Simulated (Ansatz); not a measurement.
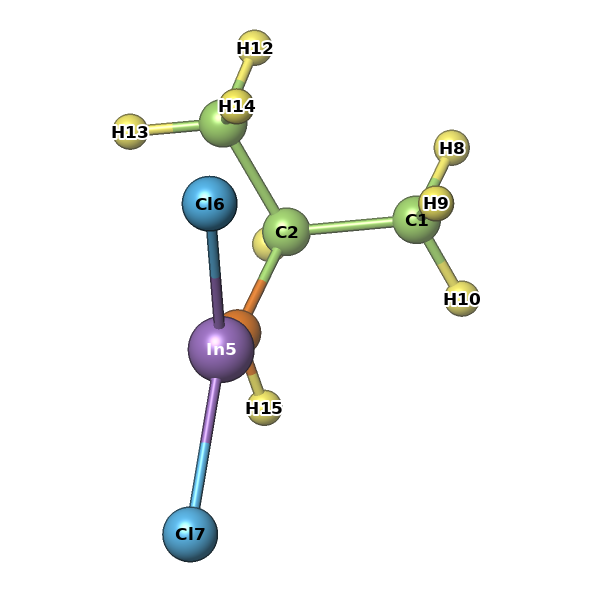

N4 lies behind In5. The molecule seen nearly along the In5–N4 bond, In5 in front. Atoms fade into the background with distance from the viewer. The geometry was computed by an optimisation with PBE0-D4/def2-TZVP.

> What is the torsion angle Cl6–In5–N4–C2? The sign is positive where the front bond must turn clockwise to cover the back bond.

24°, synperiplanar.
